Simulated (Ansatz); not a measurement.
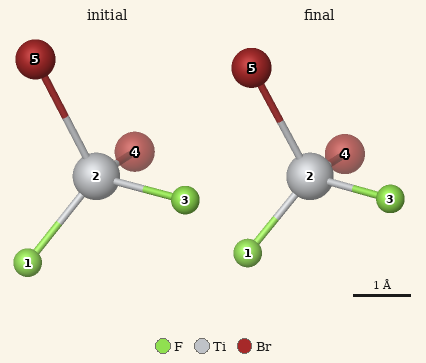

The structure of TiBr2F2 (coarse preliminary run) before (left) and after (right) a relaxation, at one scale.

Style: ball-and-stick. Shown from a free direction.

The start comes from a force field.

Computed with RKS PBE-D4/def2-SVP (Ansatz 0.2.0).

The input:
```yaml
crystal:
  periodic: [false, false, false]
  atoms:
    - {symbol: F, position_ang: [0.062900, -0.415000, 1.975800]}
    - {symbol: Ti, position_ang: [0.072300, -0.087900, 0.065000]}
    - {symbol: F, position_ang: [1.487000, -1.101100, -0.701600]}
    - {symbol: Br, position_ang: [-2.011100, -0.808600, -0.961800]}
    - {symbol: Br, position_ang: [0.438700, 2.339000, -0.418800]}
basis:
  gaussian: {orbitals: def2-SVP}
hamiltonian: {xc: pbe, dispersion: d4}
relax: {f_tol: 0.03, max_steps: 200}
```

Run as
```bash
ansatz run in.yaml --threads 4 --pin off --events-out ev --progress --plain --max-ram 11315MiB
```

> Summarise the run.

The energy falls by 1.039 eV in 4 geometry steps. Largest force component: 3.8 eV/Å at the start, 0.029 eV/Å at the end. The largest move after the best rigid fit is that of F1, 0.21 Å. By element the largest moves are F 0.21 Å, Br 0.16 Å, Ti 0.02 Å. Among the contacts that change: F1–Ti2 1.939 → 1.735 Å, Ti2–F3 1.901 → 1.735 Å, Ti2–Br5 2.502 → 2.340 Å, Ti2–Br4 2.432 → 2.340 Å. The run took 11 s on 4 threads of Arm Neoverse V1, on a shared host.
